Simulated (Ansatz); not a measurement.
# [PH2]− (phosphanide) at 6 levels

We compute a comparison of 6 runs (PBE0/3-21G, BCCD(T)/3-21G, CCSDT/3-21G, CCSD/3-21G, CCSD/6-31G*, UCCSD(T)/6-31G*) of [PH2]− (phosphanide). 

The results are computed with Ansatz 0.2.0.

2 further runs of the same task are left out: 2 that didn't finish.

## 1. The system as given

[PH2]−: 3 atoms, total charge -1, spin state singlet. SMILES: `[PH2-]`. The H2–P1 distance was set to 2.690 Å, away from the relaxed value. At this shape a bond of the SMILES string is far longer than usual.

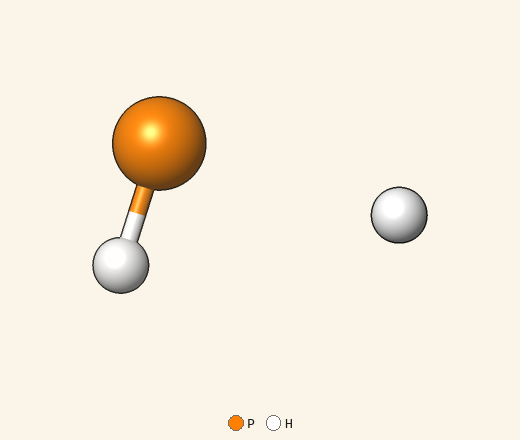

Viewed from a chosen angle; phosphorus orange, hydrogen white.

## 2. A single-point energy at PBE0/3-21G (run 1)

run.yaml reads:

```yaml
crystal:
  periodic: [false, false, false]
  atoms:
    - {symbol: P, position_ang: [0.892262, -1.577420, 0.324972]}
    - {symbol: H, position_ang: [0.105590, 0.990220, 0.165130]}
    - {symbol: H, position_ang: [-0.211158, -1.980490, -0.330258]}
basis:
  gaussian:
    orbitals: 3-21G.json
total_charge: -1
hamiltonian:
  xc: {name: PBE0}
accuracy: high
```

The basis set 3-21G is read from a file made from the Basis Set Exchange's data (not shown).

The run is started by

```
$ ansatz run run.yaml --threads 1 --pin off --max-ram 2610MiB --events-out events.jsonl --progress --plain --runs-dir runs
```

The program printed:

```text
Warning: RAYON_NUM_THREADS=1 ignored (pool sized by the plan → 1); use --threads N
Functional definition: PBE0
  name "PBE0"
  parameter a = 0.25
  parameter kappa = 0.804
  parameter beta = 0.06672455060314922
  exchange = (1 - a)*pbe_x(kappa = kappa, mu = beta*pi^2/3) + a*exact_x
  correlation = pbe_c(beta = beta)
317 factors; integrals over basis functions are off by at most 4.1e-9 eV
mean field evaluation 1: about -9264.7685 eV, gradient 1.5e1 eV
mean field evaluation 2: about -9257.7241 eV, gradient 3.3e1 eV
mean field evaluation 4: about -9266.2603 eV, gradient 1.2e0 eV
mean field evaluation 8: about -9266.2652 eV, gradient 6.1e-3 eV
mean field evaluation 16: about -9266.2652 eV, gradient 2.7e-8 eV
mean field -9266.26518951 eV, -340.5289648144 hartree, gradient 4.0e-8 eV, S^2 0.000000; 0 other end points of the search recorded, 0 dependent functions left out
reference -9266.26519085 eV, -340.5289648635 hartree; 9, 9 occupied and 8, 8 virtual orbitals, 317 factors
Total energy: -9266.26519085 eV, -340.5289648635 hartree
```

It took 0.5 s on 1 thread of Arm Neoverse V1, shared host.

## 3. The energy at BCCD(T)/3-21G (run 2)

input.yaml reads:

```yaml
crystal:
  periodic: [false, false, false]
  atoms:
    - symbol: P
      position_ang: [0.892262, -1.577420, 0.324972]
    - symbol: H
      position_ang: [0.105590, 0.990220, 0.165130]
    - symbol: H
      position_ang: [-0.211158, -1.980490, -0.330258]
basis:
  gaussian:
    orbitals: 3-21G.json
total_charge: -1
correlation:
  method: bccd_t
  frozen_orbitals: {H: 0, P: 5}
accuracy: high
scf:
  omitted_lower_state_checks: [cluster_reference, increment]
```

The basis set 3-21G is read from a file made from the Basis Set Exchange's data (not shown).

The run is started by

```
$ ansatz run input.yaml --threads 1 --pin off --max-ram 2610MiB --events-out events.jsonl --progress --plain --runs-dir runs
```

The program printed, shortened:

```text
Warning: RAYON_NUM_THREADS=1 ignored (pool sized by the plan → 1); use --threads N
Functional definition: HF
  name "HF"
[...]
317 factors; integrals over basis functions are off by at most 4.1e-9 eV
[...]
mean field -9251.68805172 eV, -339.9932648813 hartree, gradient 5.7e-8 eV, S^2 0.000000; 0 other end points of the search recorded, 0 dependent functions left out; unrestricted orbitals would lower it
5 core orbitals not correlated: weight in the atoms' cores, before any rotation towards them, 1.000 or more for the frozen orbitals, at most 0.000 for the correlated occupied ones
reference -9251.68805172 eV, -339.9932648813 hartree; 4, 4 occupied and 8, 8 virtual orbitals, 317 factors
second order -1.85132071 eV of doubles, -0.00000000 eV of singles
cycle   1  -2.30693368 eV  change   -4.6e-1 eV  update   1.1e-1
[...]
cycle  27  -2.77044705 eV  change  -7.5e-11 eV  update  8.9e-11
perturbative correction -0.07886165 eV, -0.0028981122 hartree
Total energy: -9254.53736042 eV, -340.0979750446 hartree
Checks for a lower state left out: cluster_reference, increment
```

Run time: 0.24 s. Hardware: 1 thread of Arm Neoverse V1, shared host.

Runs 3 to 5 aren't shown in full; the table further down has their settings and results.

## 4. A single-point energy at UCCSD(T)/6-31G(d) (spherical functions) (run 6)

in.yaml reads:

```yaml
crystal:
  periodic: [false, false, false]
  atoms:
    - {symbol: P, position_ang: [0.892262, -1.577420, 0.324972]}
    - {symbol: H, position_ang: [0.105590, 0.990220, 0.165130]}
    - {symbol: H, position_ang: [-0.211158, -1.980490, -0.330258]}
basis:
  gaussian:
    orbitals: 6-31G_st_-spherical.json
total_charge: -1
magnetization:
  spin_polarized: true
correlation:
  method: ccsd_t
  frozen_orbitals: {H: 0, P: 5}
accuracy: high
scf:
  omitted_lower_state_checks: [cluster_reference, increment]
```

The basis set 6-31G* is read from a file made from the Basis Set Exchange's data (not shown).

The run is started by

```
$ ansatz run in.yaml --threads 1 --pin off --max-ram 2610MiB --events-out events.jsonl --progress --plain --runs-dir runs
```

The program printed:

```text
Warning: RAYON_NUM_THREADS=1 ignored (pool sized by the plan → 1); use --threads N
[... 17 lines left out ...]
5 core orbitals not correlated: weight in the atoms' cores, before any rotation towards them, 1.000 or more for the frozen orbitals, at most 0.000 for the correlated occupied ones
[... 36 lines left out ...]
Total energy: -9302.62806184 eV, -341.8652757249 hartree
Checks for a lower state left out: cluster_reference, increment
```

Wall time 0.77 s (1 thread of Arm Neoverse V1, shared host).

## 5. Overview of the runs

```csv
run,level,frozen core orbitals,energy (Eh),wall time
1,PBE0/3-21G,–,-340.528965,0.5 s
2,BCCD(T)/3-21G,5,-340.097975,0.24 s
3,CCSDT/3-21G,5,-340.098369,0.28 s
4,CCSD/3-21G,5,-340.095113,0.18 s
5,CCSD/6-31G* (spherical functions),5,-341.861158,0.24 s
6,UCCSD(T)/6-31G* (spherical functions),5,-341.865276,0.77 s
```

## 6. Results

```
                                          quantity          value
                               run 6: total energy  -341.86528 Eh
run 6: correlation energy (5 core orbitals frozen)     -120.9 mEh
                             run 6: (T) correction      -5.37 mEh
          run 6: ⟨S²⟩ of the reference determinant          0.809
                              run 6: T1 diagnostic          0.078
```

In runs 4, 5 the T1 diagnostic is large, so a single reference may not serve. In runs 2, 3, 4, 5 the log says that unrestricted orbitals would lower the reference, so the values rest on an unstable closed-shell determinant (other closed-shell runs at this shape may share the fault). Spin contamination of the reference: run 6 ⟨S²⟩ = 0.81. Where it is this large, the reference is a mixture of spin states, and values that rest on it are in doubt. All runs together took 2.2 s, the longest 0.77 s.
